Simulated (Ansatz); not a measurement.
# Convergence study of shifted k-point meshes for CsLuS2 (R3m, 4 atoms in the cell)

```
CELL_PARAMETERS angstrom
      1.98803     1.14779     8.02099
     -1.98803     1.14779     8.02099
      0.00000    -2.29558     8.02099
ATOMIC_POSITIONS crystal
  Cs 0.00208 0.00208 0.00208
  Lu 0.50000 0.50000 0.50000
  S  0.77409 0.77409 0.77409
  S  0.22591 0.22591 0.22591
```

Method: PBEsol, default PAW files made with PBE (plane waves; Ansatz, a program for electronic structure).

Base settings: basis.ecutwfc = 420 eV; kpoints.mp_grid.grid = 7 7 7; hamiltonian.xc = pbesol; hamiltonian.pseudopotentials = {kind: paw} (the program's default PAW files); scf.occupations.method = fixed.

In this ladder: kpoints.mp_grid.shift = 0.5 0.5 0.5.

Shifted meshes do not hold Γ, so a gap read on them misses any band edge there.

Only quantities that move along the ladder and can be compared are tabulated.

The count of work is k-points × plane waves × bands × iterations; it is no time. Core times come from one kind of shared machine, to one figure; runs under 30 s give none.

The starting cell comes from a database of computed structures (which also holds hypothetical and non-ambient phases and stackings), without a prior relaxation at this level. Its lattice was rescaled by up to half a per cent. One atom was moved a little off its site on purpose. Spin-orbit coupling is off. Ansatz's pressure includes its estimate of the finite-basis (Pulay) stress.

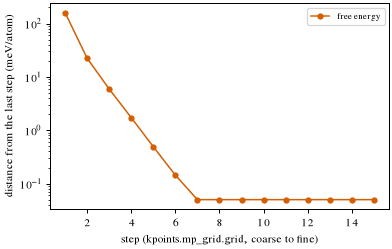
Fig. 1. Distance from the last step along the ladder; very small values are drawn at a floor.

| kpoints.mp_grid.grid | free energy less the last step's (meV/atom) | pressure (GPa) | largest difference of a force vector from the last step's (eV/Å) | gap on the mesh (eV) | count of work / last | core time / last (rough) |
|---|---|---|---|---|---|---|
| 2 2 2 | 158.59 | 0.74 | 0.265 | 2.119 | 0.0022 | – |
| 3 3 3 | 22.17 | -0.77 | 0.045 | 2.230 | 0.0067 | – |
| 4 4 4 | 5.91 | -0.96 | 0.004 | 1.958 | 0.011 | – |
| 5 5 5 | 1.72 | -1.02 | 0.001 | 2.020 | 0.021 | – |
| 6 6 6 | 0.49 | -1.04 | 0.001 | 1.921 | 0.031 | – |
| 7 7 7 | 0.14 | -1.04 | 0.000 | 1.956 | 0.049 | – |
| 8 8 8 | 0.05 | -1.05 | 0.000 | 1.906 | 0.067 | – |
| 9 9 9 | 0.01 | -1.05 | 0.000 | 1.929 | 0.095 | – |
| 10 10 10 | 0.00 | -1.05 | 0.000 | 1.899 | 0.12 | 0.1 |
| 11 11 11 | 0.00 | -1.05 | 0.000 | 1.914 | 0.16 | 0.2 |
| 13 13 13 | 0.00 | -1.05 | 0.000 | 1.906 | 0.26 | 0.3 |
| 14 14 14 | 0.00 | -1.05 | 0.000 | 1.892 | 0.31 | 0.3 |
| 15 15 15 | 0.00 | -1.05 | 0.000 | 1.901 | 0.39 | 0.4 |
| 17 17 17 | 0.00 | -1.05 | 0.000 | 1.898 | 0.55 | 0.6 |
| 19 19 19 | 0.00 | -1.05 | 0.000 | 1.895 | 0.75 | 0.8 |
| 21 21 21 | 0.00 | -1.05 | 0.000 | 1.893 | 1.0 | 1 |

Coarsest kpoints.mp_grid.grid that holds the forces within 0.005 eV/Å of the last step, with all finer ones: 4 4 4, at 0.011 of the last step's count of work; the step before is off by 0.045 eV/Å.

Coarsest kpoints.mp_grid.grid that holds the pressure within 1 GPa of the last step, with all finer ones: 3 3 3, at 0.0067 of the last step's count of work; the step before is off by 1.8 GPa.

The gap on the mesh jumps up and down from mesh to mesh; it is no smooth measure of convergence.

Keys are those of Ansatz 0.2.
